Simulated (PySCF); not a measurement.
```json
{"atom": "B", "x (Å)": "1.7257", "y (Å)": "0.3462", "z (Å)": "-0.9373"}
{"atom": "B", "x (Å)": "-0.0162", "y (Å)": "-1.2823", "z (Å)": "0.4277"}
{"atom": "N", "x (Å)": "0.7170", "y (Å)": "-0.3467", "z (Å)": "-0.2102"}
{"atom": "Si", "x (Å)": "1.6759", "y (Å)": "-1.9704", "z (Å)": "-0.3280"}
{"atom": "H", "x (Å)": "1.6061", "y (Å)": "0.4613", "z (Å)": "-2.1328"}
{"atom": "H", "x (Å)": "2.5970", "y (Å)": "0.9152", "z (Å)": "-0.3255"}
{"atom": "H", "x (Å)": "-1.0531", "y (Å)": "-1.3507", "z (Å)": "1.0143"}
```

Geometry: B3LYP-D3(BJ)/def2-SVP.

These are results of PySCF, Gaussian-basis quantum chemistry of an isolated molecule with PySCF, energy and nuclear gradient, functional PBE0, not measurements.

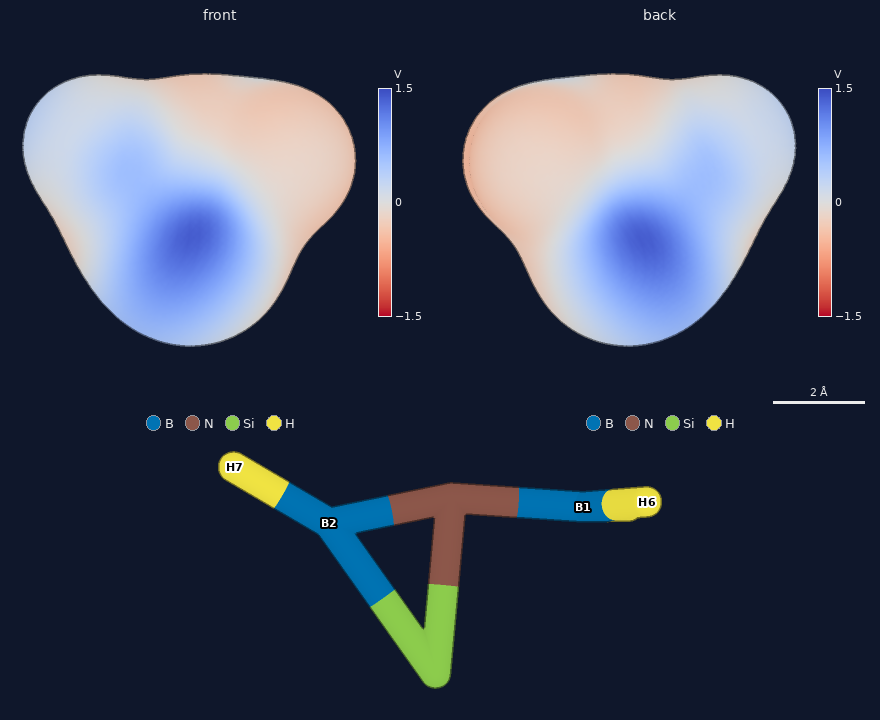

B$_{2}$H$_{3}$NSi. The electrostatic potential painted on the density surface at 0.001 e/bohr³, seen from the front and from behind; red is negative and blue positive. The bare structure is drawn below in the same view.

Question: Which sites attract a positive test charge, and which a negative one?

Answer: A positive charge is drawn to the negative regions and a negative charge to the positive ones. The most negative region (about −0.5 V) lies over H5 and H6, the most positive (about +1.4 V) over Si4.

Question: How polar is the molecule by this calculation?

Answer: Its dipole moment is 1.45 D.
